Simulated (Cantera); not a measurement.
A closed system holds: 1 mol SiH4, 0.99 mol O3, 24 mol N2, at 0.270 bar.

Method: chemical equilibrium by Gibbs-energy minimisation in Cantera with the NASA 1993 tables (ideal gas, pure condensed phases). Candidate condensed phases: H2O, Si, SiO2, Si2N2O, Si3N4; 35 gas species. The tables hold silica as quartz up to 1696 K and as liquid above; real silica turns to tridymite and cristobalite and melts near 1996 K. Gases not in the tables: Si(OH)4. Equilibrium is a limit: real reactors are often held back by kinetics, nucleation or transport.

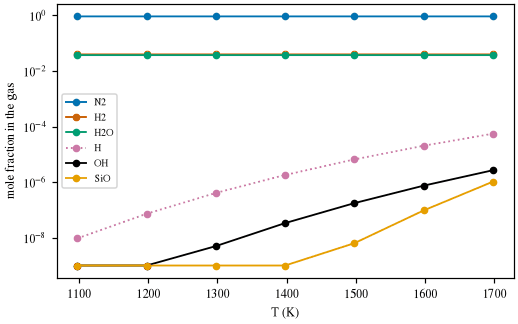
Fig. 1. Equilibrium gas composition (values under 1e-9 drawn at 1e-9)

From 1098 K to 1598 K the condensed part is SiO2(β-quartz). At 1698 K the condensed part is SiO2(condensed).
